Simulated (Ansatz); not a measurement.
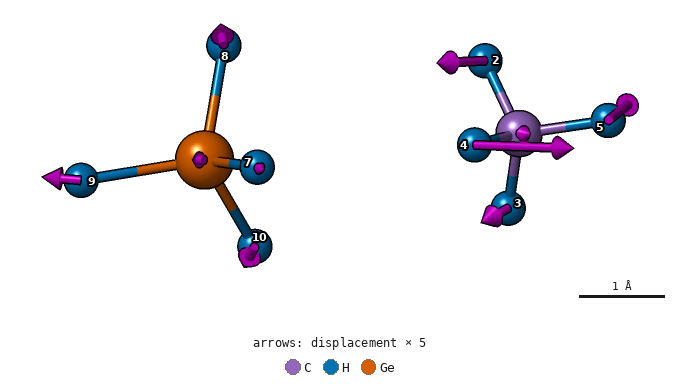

A relaxation of CH8Ge (coarse preliminary run). The starting structure is drawn; purple arrows show the displacements, 5 times their true length. The two geometries are superimposed by the best rigid fit.

Style: ball-and-stick. Shown at a tilt.

Computed with RKS PBE-D4/def2-SVP in Ansatz.

Input
```yaml
crystal:
  periodic: [false, false, false]
  atoms:
    - {symbol: C, position_ang: [0.029600, -0.009600, -1.904500]}
    - {symbol: H, position_ang: [1.049000, 0.268900, -1.668200]}
    - {symbol: H, position_ang: [-0.606400, 0.864300, -1.842000]}
    - {symbol: H, position_ang: [-0.313100, -0.756600, -1.197600]}
    - {symbol: H, position_ang: [-0.011200, -0.414600, -2.907800]}
    - {symbol: Ge, position_ang: [-0.029500, 0.012500, 1.900900]}
    - {symbol: H, position_ang: [-0.588900, -1.319000, 1.560600]}
    - {symbol: H, position_ang: [1.391000, 0.071700, 1.478600]}
    - {symbol: H, position_ang: [-0.116300, 0.212000, 3.369800]}
    - {symbol: H, position_ang: [-0.804100, 1.070400, 1.210100]}
basis:
  gaussian: {orbitals: def2-SVP}
hamiltonian: {xc: pbe, dispersion: d4}
relax: {f_tol: 0.03, max_steps: 250}
```

Launched with:
```bash
ansatz run in.yaml --threads 4 --pin off --events-out ev --progress --plain --max-ram 9574MiB
```

**Describe the change and its energy.**

The largest move after the best rigid fit is that of H4, 0.28 Å. Largest moves by element: H 0.28 Å, C 0.04 Å, Ge 0.04 Å. Some distances before and after: Ge6–H10 1.482 → 1.547 Å, C1–H2 1.083 → 1.106 Å. The energy falls by 4.34 kcal/mol in 3 geometry steps. The largest force component goes from 1.2 to 0.028 eV/Å. Cost: 2.5 s on 4 threads of Arm Neoverse V2, with other jobs on the host.

Limits of the set-up: the start holds two separate molecules, 2.8 Å apart at their closest, whose relative position is a soft coordinate.
